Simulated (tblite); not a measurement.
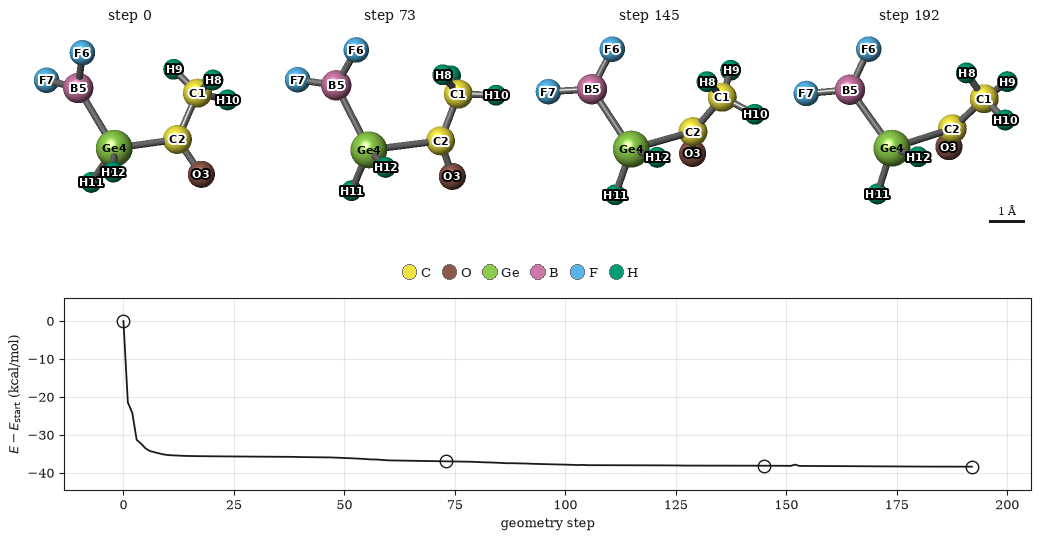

Frames of a relaxation of C2H5BF2GeO (charge +1, multiplicity 2), marked on the history of the run. Style: ball-and-stick. Shown at a tilt.

The calculation used tblite 0.8.0, GFN2-xTB geometry optimisation, gas phase. 

> Describe the path.

After 192 geometry steps the energy has fallen by 38.3 kcal/mol. The atom that moves furthest after the best rigid fit is O3 (2.09 Å). Largest moves by element: O 2.09 Å, H 1.78 Å, F 1.06 Å, C 0.77 Å, B 0.26 Å, Ge 0.11 Å. Some distances before and after: C2–Ge4 1.910 → 2.233 Å, B5–F7 1.459 → 1.287 Å, B5–F6 1.433 → 1.298 Å, Ge4–B5 2.025 → 2.084 Å. Among the angles between lasting bonds that change: C1–C2–O3 120.8° → 138.8°, B5–Ge4–H11 109.2° → 121.1°, C1–C2–Ge4 123.0° → 111.7°. Groups turn about C1–C2 by about 130°, C2–Ge4 by about 80°, Ge4–B5 by about 25°. From step 0 to 73: H10 moves most (0.99 Å), energy −36.9 kcal/mol. From step 73 to 145: O3 moves most (1.14 Å), energy −1.16 kcal/mol. From step 145 to 192: H9 moves most (0.55 Å), energy −0.26 kcal/mol.
